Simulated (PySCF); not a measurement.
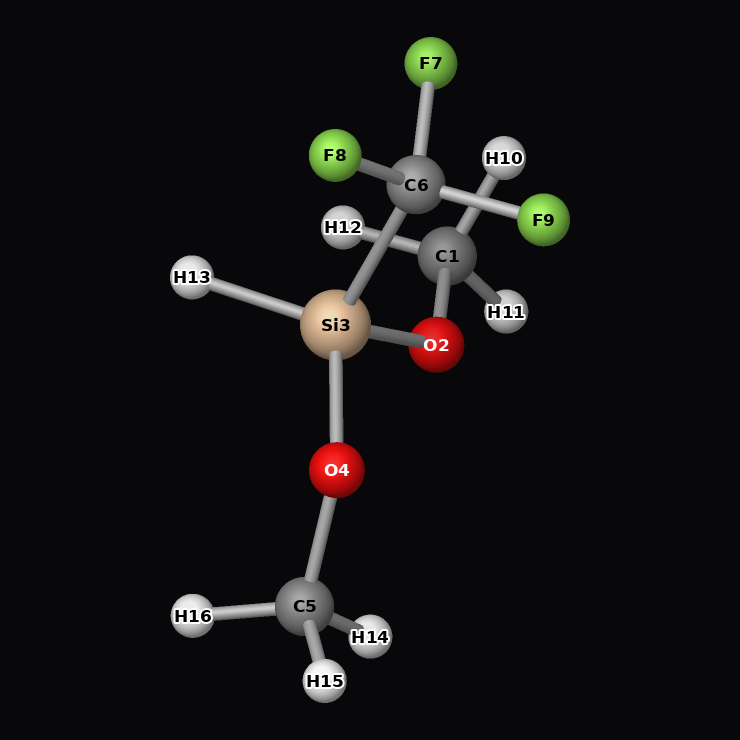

Computed geometry: PBE0-D3(BJ)/def2-SVP optimisation. No frequency run is at hand to confirm it as a minimum. Electric field gradients from the ground-state density, PBE0/pcSseg-1 (PySCF 2.14.0), non-relativistic apart from any core potentials.

Give the largest field-gradient component, the quadrupole coupling constant and the asymmetry for 17O at O2 (Q = −25.6 mb), 17O at O4 (Q = −25.6 mb), 2H at H10 (Q = 2.86 mb), 2H at H11 (Q = 2.86 mb), 2H at H12 (Q = 2.86 mb), 2H at H13 (Q = 2.86 mb).

| atom | V_zz (a.u.) | e²qQ/h (MHz) | η |
| --- | --- | --- | --- |
| O2 | 1.734 | −10.43 | 0.37 |
| O4 | 1.738 | −10.46 | 0.39 |
| H10 | 0.276 | 0.186 | 0.09 |
| H11 | 0.284 | 0.191 | 0.08 |
| H12 | 0.275 | 0.185 | 0.10 |
| H13 | 0.135 | 0.091 | 0.01 |
